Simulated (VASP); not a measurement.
Band structure of MoTe$_{2}$ (2H layered). These are r2SCAN+rVV10, VASP's PBE PAW potentials (set 64) (plane waves; VASP 6.6.1) values and carry that method's errors.

The path is coarsely sampled, so an indirect gap can come out somewhat too large. Unless said otherwise, spin-orbit coupling is left out, though it shifts the bands of the heavy elements here.

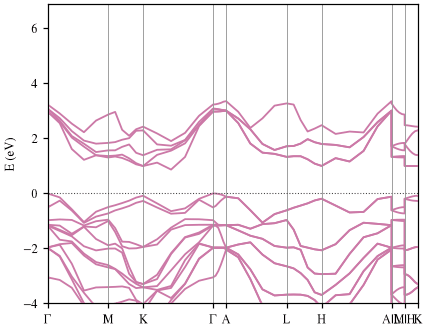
Figure. Bands along high-symmetry lines, zero at the valence-band maximum or, without a gap, the Fermi level

Question: Read the plot: is there a gap, and where are the band edges?

Answer: The gap is indirect, 0.87 eV, from the valence maximum at Γ to the conduction minimum at K-Γ at 0.40.

The compound is MoTe2 in the 2H layered structure. It was relaxed first.
